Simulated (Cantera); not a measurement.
Input: 1 mol SiC, 0.1 mol N2, held at 1.33 mbar.

These are equilibrium values from Cantera (NASA tables, ideal gas, pure condensed phases), not measurements of a reactor. Candidate condensed phases: C, Si, SiC, Si3N4; 20 gas species. The tables' values for SiN are old estimates; treat these amounts as uncertain. Kinetics and transport are ignored.

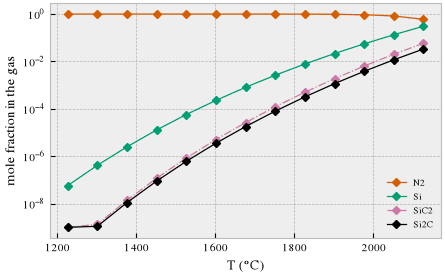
Fig. 1. Equilibrium gas composition (values under 1e-9 drawn at 1e-9)

Q: Read off the mole fractions at 1752 °C.

A: N2 about 1.00, Si about 0.0026, SiC2 about 0.00012, Si2C about 8.0e-5.
